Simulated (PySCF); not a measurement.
## CH7B2FN2: NMR shielding calculation

The run: NMR shielding calculation of CH7B2FN2, SMILES BNB(F)NC. Method and program: GIAO PBE0/aug-cc-pVDZ NMR shielding, non-relativistic, gas phase (PySCF 2.14.0).

The geometry comes from this level: PBE0-D3(BJ)/def2-SVP. Figures and captions count atoms from 1; the log counts them from 0 in places.

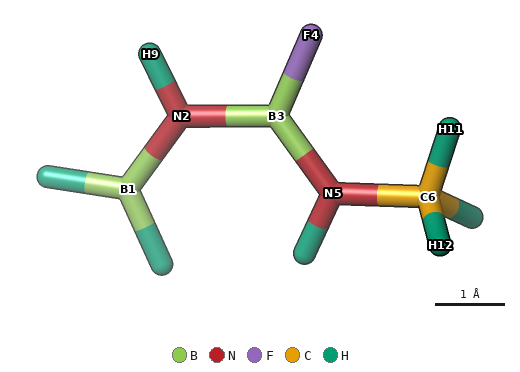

The structure as given in the input (stick view, seen at a tilt; atoms are numbered from 1 in the order of the input). Bond lengths as drawn: B–F 1.34 Å, B–H 1.21 Å, B–N 1.40 to 1.45 Å, C–H 1.10 Å, C–N 1.44 Å and H–N 1.01 to 1.02 Å.

## Input
```
{"job": {"kind": "nmr", "xc": "PBE0", "basis": "aug-cc-pVDZ", "pop": true}, "charge": 0, "multiplicity": 1}
B     -2.397281    -0.142111    -0.039481
N     -1.443226     0.878536    -0.110410
B      0.004476     0.777608    -0.076393
F      0.690382     1.928505    -0.189630
N      0.695096    -0.426887     0.065674
C      2.125458    -0.581597     0.102400
H     -2.033631    -1.292962     0.079562
H     -3.575591     0.123327    -0.096387
H     -1.784936     1.829197    -0.215634
H      0.154334    -1.278901     0.146647
H      2.600509     0.404846     0.018990
H      2.469919    -1.040222     1.045257
H      2.498765    -1.203683    -0.729517
```

The first line tells a small driver script what to run in PySCF; the rest is the geometry in Å.

Hardware: 1 CPU thread, shared host.

Command:
```bash
OMP_NUM_THREADS=1 python <driver script> task.json out
```

## Log
```
coarse grid: 10808 points
cycle   1  E = -301.1554939688  dE =  5.429e-01  |g| = 5.418e-01  |ddm| = 8.604e+00
cycle   2  E = -301.1270101511  dE =  2.848e-02  |g| = 6.979e-01  |ddm| = 2.033e+00
cycle   3  E = -301.2146082961  dE = -8.760e-02  |g| = 5.170e-02  |ddm| = 9.176e-01
cycle   4  E = -301.2151302398  dE = -5.219e-04  |g| = 2.027e-02  |ddm| = 1.335e-01
cycle   5  E = -301.2152167030  dE = -8.646e-05  |g| = 7.617e-03  |ddm| = 4.582e-02
cycle   6  E = -301.2152285931  dE = -1.189e-05  |g| = 1.722e-03  |ddm| = 1.301e-02
cycle   7  E = -301.2152292590  dE = -6.659e-07  |g| = 3.217e-04  |ddm| = 3.392e-03
final grid: 104816 points
cycle   8  E = -301.2250858672  dE = -3.927e-05  |g| = 7.883e-03  |ddm| = 1.661e-01
cycle   9  E = -301.2250776586  dE =  8.209e-06  |g| = 1.010e-02  |ddm| = 2.956e-02
cycle  10  E = -301.2251004433  dE = -2.278e-05  |g| = 9.508e-04  |ddm| = 1.482e-02
cycle  11  E = -301.2251006463  dE = -2.031e-07  |g| = 2.256e-04  |ddm| = 2.126e-03
cycle  12  E = -301.2251006548  dE = -8.502e-09  |g| = 8.061e-05  |ddm| = 4.420e-04
cycle  13  E = -301.2251006561  dE = -1.321e-09  |g| = 1.921e-05  |ddm| = 1.711e-04
cycle  14  E = -301.2251006562  dE = -6.833e-11  |g| = 4.706e-06  |ddm| = 3.601e-05
```

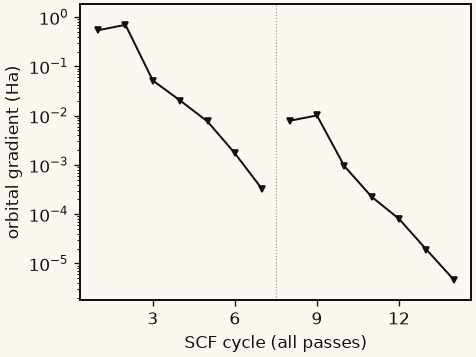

Convergence of the self-consistent field: orbital gradient against the SCF cycle. The dotted line marks the change from a coarse to the final integration grid. The first 7 cycles use a coarse grid, the final grid takes over at cycle 8, and the field converges after 14 cycles in all.

```
converged SCF energy = -301.2251006562

GIAO shielding tensors (ppm)
atom      isotropic    diamagn.    paramagn.     s11        s22        s33       span
  0 B       69.402     235.796    -166.394     35.137     43.292    129.776     94.639
  1 N      136.770     273.268    -136.498     22.083    150.126    238.100    216.017
  2 B       88.917     200.758    -111.841     63.708     98.230    104.815     41.107
  3 F      331.548     471.397    -139.849    243.970    314.763    435.911    191.942
  4 N      212.722     273.083     -60.362    162.701    234.504    240.960     78.258
  5 C      168.589     205.657     -37.068    146.128    163.005    196.635     50.508
  6 H       25.990      33.193      -7.203     23.266     25.764     28.938      5.672
  7 H       26.030      25.687       0.343     24.756     26.144     27.191      2.435
  8 H       26.051      33.944      -7.893     21.918     26.977     29.257      7.339
  9 H       28.400      32.959      -4.559     20.225     29.223     35.753     15.527
 10 H       28.098      28.479      -0.381     23.564     28.325     32.406      8.843
 11 H       28.822      26.635       2.188     23.961     26.815     35.690     11.729
 12 H       28.817      26.434       2.383     23.940     26.801     35.710     11.770
```

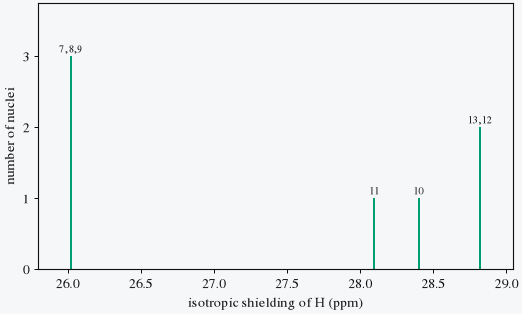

Isotropic shieldings of the hydrogen nuclei in this fixed geometry, labelled by atom number; shielding grows to the right, so chemical shift grows to the left. The least shielded is H7 (26.0 ppm), the most shielded H12 (28.8 ppm).

## Results in brief

- outcome: converged
- total energy: −301.225101 hartree
- HOMO: −7.35 eV
- LUMO: −0.57 eV
- dipole moment: 1.07 D
- isotropic shielding, B: 69.4 to 88.9 ppm
- isotropic shielding, N: 136.8 to 212.7 ppm
- isotropic shielding, F: 331.5 ppm
- isotropic shielding, C: 168.6 ppm
- isotropic shielding, H: 26.0 to 28.8 ppm
- wall time: 24 s
- peak memory: 0.89 GiB
